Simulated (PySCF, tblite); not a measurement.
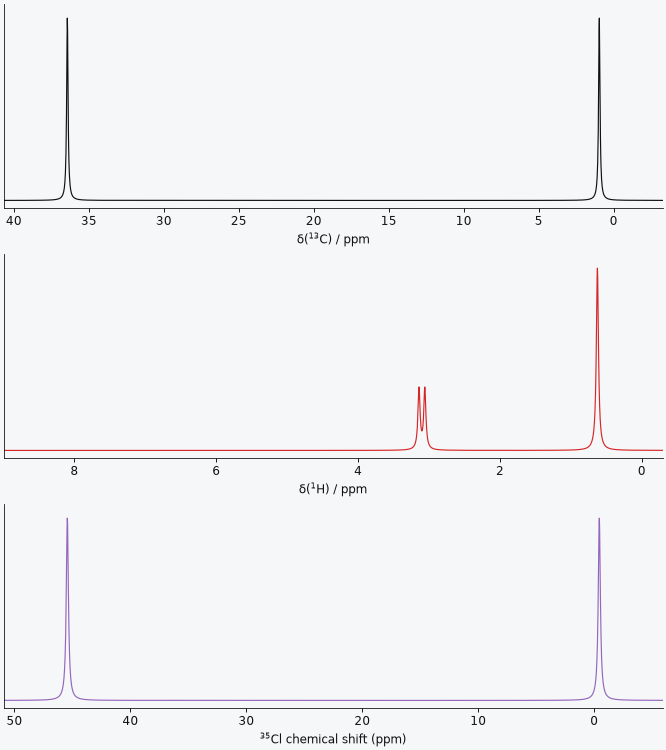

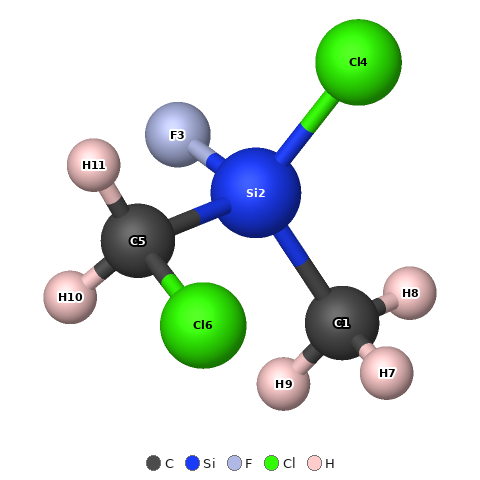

Spectrum and numbered structure of C₂H₅Cl₂FSi, SMILES C[Si@](F)(Cl)CCl. GIAO shifts, PBE0/pcSseg-1 in PySCF 2.14.0, at a GFN2-xTB geometry (a minimum by its frequencies), against TMS for ¹³C, TMS for ¹H and HCl for ³⁵Cl computed at the same level (Cl: the usual scale starts at aqueous chloride instead). Gas phase, fully decoupled, line heights follow the number of nuclei, widths are arbitrary (no quadrupolar broadening); values of one conformer, averaged over methyl-type rotors and exact or near symmetry; other conformers aren't averaged in.

Q: Which atoms give which ¹³C line?

A:
| δ (ppm) | nuclei | atoms |
| --- | --- | --- |
| 36.4 | 1 | C5 |
| 1.0 | 1 | C1 |

Q: Which atoms give which ¹H line?

A:
```tsv
δ (ppm)	nuclei	atoms
3.14	1	H11
3.06	1	H10
0.63	3	H7, H8, H9
```

Q: Which atoms give which ³⁵Cl line?

A:
| δ (ppm) | nuclei | atoms |
| --- | --- | --- |
| 45.4 | 1 | Cl4 |
| −0.4 | 1 | Cl6 |

Caveats: the tight-binding geometry is rougher than a DFT one and adds to the error.
